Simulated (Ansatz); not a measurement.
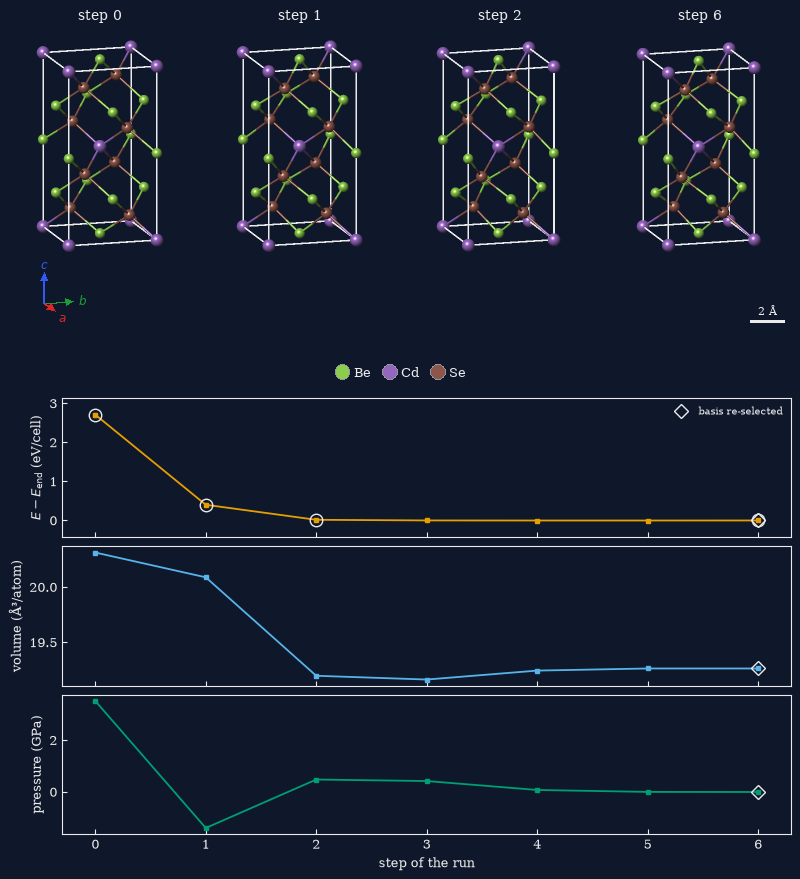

Frames of a relaxation of solid Be3CdSe4 (built on the Li3SbS4-121 type type), marked on the history of the run. A ball-and-stick model of the conventional cell (2 times the calculation's cell), seen slightly off an axis. Lengths and directions refer to the drawn axes.

Level of theory: DFT, PBEsol, plane waves, PAW in Ansatz 0.2.0. Set-up: plane-wave cutoff 420 eV; k-point mesh 6 × 6 × 6; occupations fermi dirac; smearing width 0.03 eV; no spin polarisation; cell and atoms relaxed; force threshold 0.01 eV/Å; at most 120 steps.

**Describe the path.**

The largest moves relative to the cell, 0.32 Å, are those of Se atoms. Be and Cd stay in place. The drawn cell changes as follows: a = b 5.508 → 5.391 Å (−2.1 %), c 10.711 → 10.606 Å (−1.0 %); the volume changes by −5.2 %. Among the contacts that change: Cd–Se 2.300 → 2.571 Å, Be–Se 2.430 → 2.227 Å, Be–Se 2.363 → 2.263 Å. Among the angles between lasting bonds that change: Se–Be–Se 113.0° → 98.7°, Be–Se–Be 106.5° → 114.7°, Be–Se–Cd 110.9° → 102.7°. The space group stays I-42m (No. 121). The energy falls by 2.711 eV per cell of the calculation in 5 accepted moves (6 points after the start). Largest force component: 2.9 eV/Å at the start, 0.00026 eV/Å at the end. Pressure: 3.51 GPa at the start and 0.00 GPa at the end. At 1 point the geometry stayed and the basis and grid were re-selected for the new cell (energy shift of 0.9 meV per cell of the calculation at most each time). Cost: 38 s on 4 threads of Arm Neoverse V1 (shared host), peak memory 0.62 GiB. From step 0 to 1: Se atoms move most (0.19 Å), volume −1.1 %, energy −2.308 eV per cell of the calculation. From step 1 to 2: Se atoms move most (0.11 Å), volume −4.4 %, energy −0.385 eV per cell of the calculation. From step 2 to 6: Se atoms move most (0.03 Å), volume +0.3 %, energy −17.3 meV per cell of the calculation.

```tsv
step	E − E(0), meV/atom	largest force component, eV/Å	pressure, GPa	volume, Å³/atom	note
0	0.00	2.9169	3.51	20.312	
1	-288.54	0.9461	-1.39	20.088	
2	-336.67	0.2341	0.48	19.198	
3	-338.73	0.0576	0.42	19.164	
4	-338.94	0.0079	0.08	19.245	
5	-338.94	0.0003	0.00	19.264	
6	-338.83	0.0003	0.00	19.264	same geometry, new basis
```
